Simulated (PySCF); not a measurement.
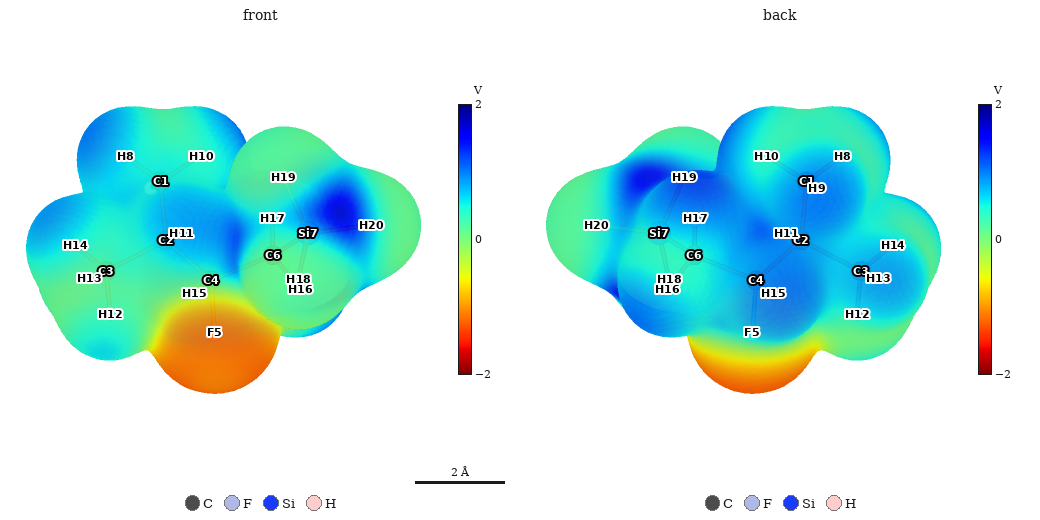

Figure. C₅H₁₃FSi (SMILES CC(C)[C@H](F)C[SiH3]). The molecular electrostatic potential painted on the density surface at 0.004 e/bohr³, seen from the front and from behind; red is negative and blue positive.

Geometry: GFN2-xTB.

These are results of PySCF 2.14.0, PBE0/pcSseg-1, SCF density, gas phase, non-relativistic, not measurements.

```yaml
atoms:
  - { symbol: C, position_ang: [-1.3842, 1.1355, -0.0636] }
  - { symbol: C, position_ang: [-0.7182, -0.1067, 0.5195] }
  - { symbol: C, position_ang: [-1.7692, -1.0405, 1.1198] }
  - { symbol: C, position_ang: [0.0891, -0.8539, -0.5461] }
  - { symbol: F, position_ang: [0.6917, -1.9505, 0.0598] }
  - { symbol: C, position_ang: [1.1826, -0.0453, -1.2282] }
  - { symbol: Si, position_ang: [2.4711, 0.7073, -0.0396] }
  - { symbol: H, position_ang: [-2.0412, 1.5828, 0.6785] }
  - { symbol: H, position_ang: [-1.9826, 0.8728, -0.9341] }
  - { symbol: H, position_ang: [-0.6491, 1.8801, -0.3569] }
  - { symbol: H, position_ang: [-0.0240, 0.1937, 1.3118] }
  - { symbol: H, position_ang: [-1.2990, -1.9377, 1.5142] }
  - { symbol: H, position_ang: [-2.4929, -1.3350, 0.3617] }
  - { symbol: H, position_ang: [-2.2999, -0.5434, 1.9282] }
  - { symbol: H, position_ang: [-0.5969, -1.2843, -1.2920] }
  - { symbol: H, position_ang: [1.6974, -0.7212, -1.9144] }
  - { symbol: H, position_ang: [0.7185, 0.7243, -1.8433] }
  - { symbol: H, position_ang: [2.8895, -0.2821, 0.9477] }
  - { symbol: H, position_ang: [1.9007, 1.8827, 0.6284] }
  - { symbol: H, position_ang: [3.6115, 1.1319, -0.8543] }
```

Describe the electrostatic potential map.

The most negative region (about −1.2 V) lies over F5, the most positive (about +1.6 V) over Si7.
